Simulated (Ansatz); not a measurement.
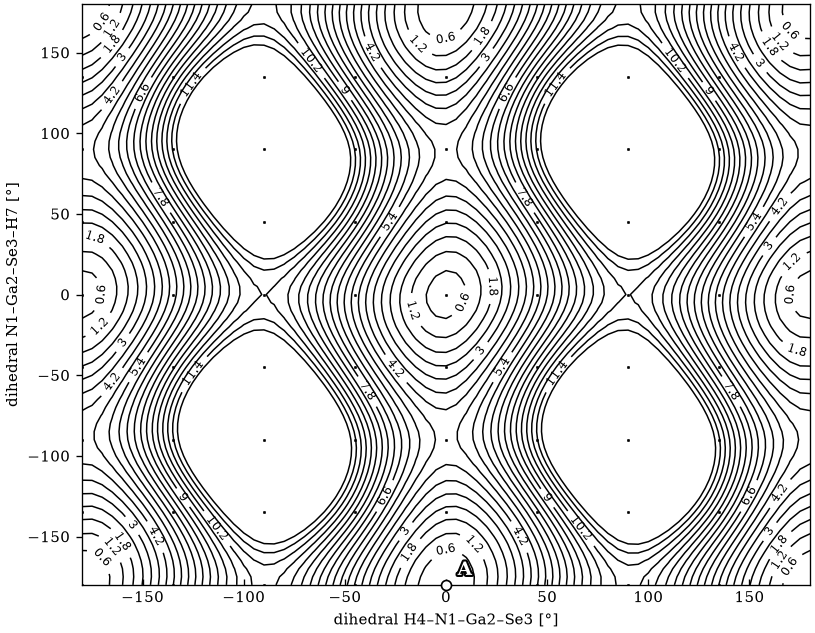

GaH₄NSe, SMILES [NH2][GaH][SeH]. First axis: dihedral H4–N1–Ga2–Se3. Second axis: dihedral N1–Ga2–Se3–H7. Nothing is relaxed (all other coordinates rigid). The grid has 8 × 8 points; 62 points were computed and 2 follow by symmetry. All energies are given in kcal/mol relative to the lowest grid point. Method: Ansatz, RKS B3LYP-D4/def2-TZVP.

In the figure: contour lines labelled in kcal/mol (none above 12), dots at the grid points, the point A. Between grid points the surface is interpolated.

**Find the lowest pass out of the well at A.**

The easiest path leads from the well at dihedral H4–N1–Ga2–Se3 = 0°, dihedral N1–Ga2–Se3–H7 = −180° to the well at dihedral H4–N1–Ga2–Se3 = 0°, dihedral N1–Ga2–Se3–H7 = 0°, about 0.29 kcal/mol higher (on a rigid scan; wells that are mirror images or exchange like atoms can differ by this much). Its highest point lies about 4.7 kcal/mol above the bottom of the first well on the interpolated surface, at dihedral H4–N1–Ga2–Se3 = 0°, dihedral N1–Ga2–Se3–H7 = 90°. The start is the relaxed structure and all else is held, so a fully relaxed path at this level can only be lower.

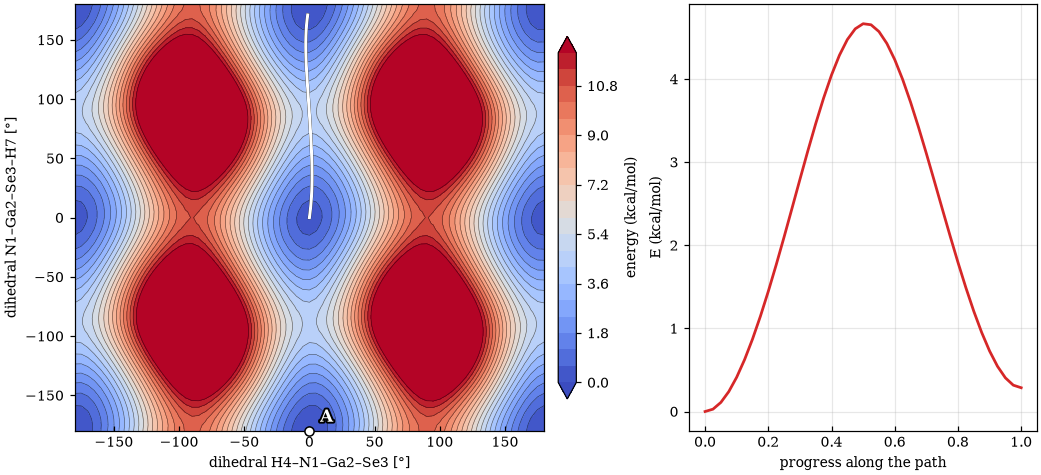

The picture shows filled contours, a line along the lowest path, one colour for all values above the top of the scale, the energy along the path at the right. Between grid points the surface is interpolated.
